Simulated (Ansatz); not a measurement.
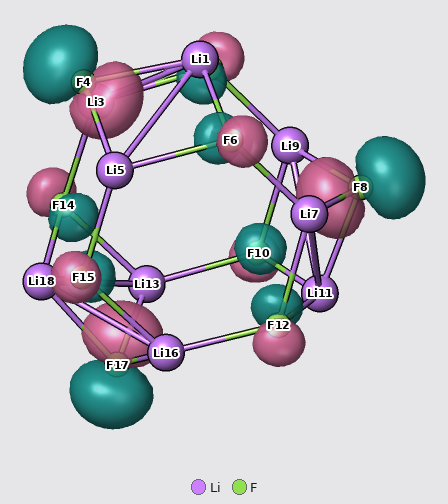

Figure. F9Li9. The HOMO at ±0.15 Å⁻³ᐟ² (teal and pink are the two phases), seen at a tilt.

Geometry: PBE-D4/def2-SVP.

All numbers below come from Ansatz, RKS PBE0-D4/def2-TZVP.

```yaml
atoms:
  - { symbol: Li, position_ang: [0.0033, 2.4763, 0.2088] }
  - { symbol: F, position_ang: [-1.6134, 1.8014, -0.2239] }
  - { symbol: Li, position_ang: [-1.5357, 1.0536, 1.4525] }
  - { symbol: F, position_ang: [0.0011, 1.8764, 1.9267] }
  - { symbol: Li, position_ang: [1.5363, 1.0493, 1.4550] }
  - { symbol: F, position_ang: [1.6189, 1.7969, -0.2212] }
  - { symbol: Li, position_ang: [1.5382, 0.7312, -1.6366] }
  - { symbol: F, position_ang: [0.0031, 0.7299, -2.5889] }
  - { symbol: Li, position_ang: [-1.5335, 0.7355, -1.6391] }
  - { symbol: F, position_ang: [-1.6169, -1.0898, -1.4482] }
  - { symbol: Li, position_ang: [0.0003, -1.0578, -2.2485] }
  - { symbol: F, position_ang: [1.6162, -1.0943, -1.4455] }
  - { symbol: Li, position_ang: [-1.5388, -1.7825, 0.1827] }
  - { symbol: F, position_ang: [-1.6190, -0.7048, 1.6683] }
  - { symbol: F, position_ang: [1.6143, -0.7094, 1.6709] }
  - { symbol: Li, position_ang: [1.5335, -1.7868, 0.1851] }
  - { symbol: F, position_ang: [-0.0042, -2.6065, 0.6618] }
  - { symbol: Li, position_ang: [-0.0037, -1.4186, 2.0402] }
```

Q: Describe this orbital and give its energy.

A: Its weight (Hirshfeld) is mainly on F4 (about 20 %), F8 (about 20 %) and F17 (about 20 %). Its energy is −9.63 eV.
